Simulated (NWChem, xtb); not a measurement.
## C2H3Al (ethynylalumane): methods side by side

C2H3Al has 6 atoms, charge 0, and is taken as a singlet. SMILES: `C#[C][AlH2]`. Geometry: relaxed at PBE0-D4/def2-TZVP.

Each level gives the mean polarisability (bohr³). The values are calculated.

```json
{"level": "GFN2-xTB", "kind": "semi-empirical", "program": "xtb", "value (bohr³)": "49.2", "CPU time": "under 2 s"}
{"level": "GFN0-xTB", "kind": "semi-empirical", "program": "xtb", "value (bohr³)": "50.8", "CPU time": "under 2 s"}
{"level": "BP86/DGauss-DZVP", "kind": "GGA", "program": "NWChem", "value (bohr³)": "42.3", "CPU time": "22 s"}
{"level": "BP86/LANL2DZ (core potential)", "kind": "GGA", "program": "NWChem", "value (bohr³)": "39.4", "CPU time": "11 s"}
{"level": "BP86/SBKJC-VDZ (core potential)", "kind": "GGA", "program": "NWChem", "value (bohr³)": "41.0", "CPU time": "9.2 s"}
{"level": "BP86/jorge-DZP", "kind": "GGA", "program": "NWChem", "value (bohr³)": "44.6", "CPU time": "33 s"}
{"level": "BP86/jorge-TZP", "kind": "GGA", "program": "NWChem", "value (bohr³)": "48.9", "CPU time": "2.2 min"}
{"level": "BP86/MINI", "kind": "GGA", "program": "NWChem", "value (bohr³)": "30.6", "CPU time": "5.8 s"}
{"level": "PBE0/def2-SVP", "kind": "global hybrid", "program": "NWChem", "value (bohr³)": "41.4", "CPU time": "19 s"}
{"level": "PBE0/def2-TZVP", "kind": "global hybrid", "program": "NWChem", "value (bohr³)": "47.1", "CPU time": "85 s"}
```

The values span 30.6 to 50.8 bohr³. Without the sets that lack polarisation functions the rows with a basis span only 41.4 to 48.9 bohr³. Times are those of the runs behind each value, whatever else they computed, on shared processors of several kinds: orders of magnitude only.

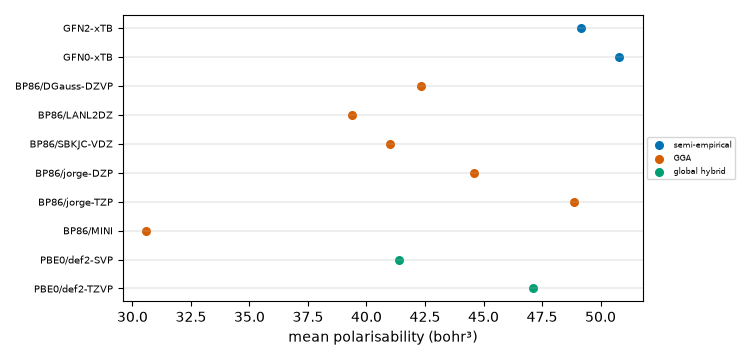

The values of the table, level by level.
